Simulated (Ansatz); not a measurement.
# A computed series for La2O3: pressure series

The reference is La₂O₃ (space group P-3m1, No. 164; a = 3.9403 Å, c = 6.1880 Å).

Cell and atoms are relaxed at each pressure.

Computed with plane-wave PAW DFT at the PBE level (Ansatz, a program for electronic structure, 420 eV), spin-orbit coupling left out.

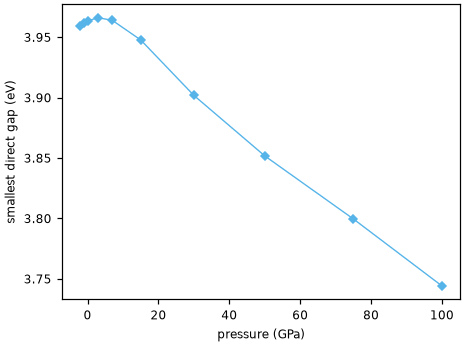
*Smallest direct gap against pressure*

```json
[
 {"pressure (GPa)": "-2", "smallest direct gap": "3.96 eV"},
 {"pressure (GPa)": "-1", "smallest direct gap": "3.96 eV"},
 {"pressure (GPa)": "3", "smallest direct gap": "3.97 eV"},
 {"pressure (GPa)": "7", "smallest direct gap": "3.96 eV"},
 {"pressure (GPa)": "15", "smallest direct gap": "3.95 eV"},
 {"pressure (GPa)": "30", "smallest direct gap": "3.90 eV"},
 {"pressure (GPa)": "50", "smallest direct gap": "3.85 eV"},
 {"pressure (GPa)": "75", "smallest direct gap": "3.80 eV"},
 {"pressure (GPa)": "100", "smallest direct gap": "3.74 eV"}
]
```

Load acts through the strain it causes; cell and atoms are relaxed under it. Whether these cells are dynamically stable was not tested. Competing high-pressure phases were not computed.
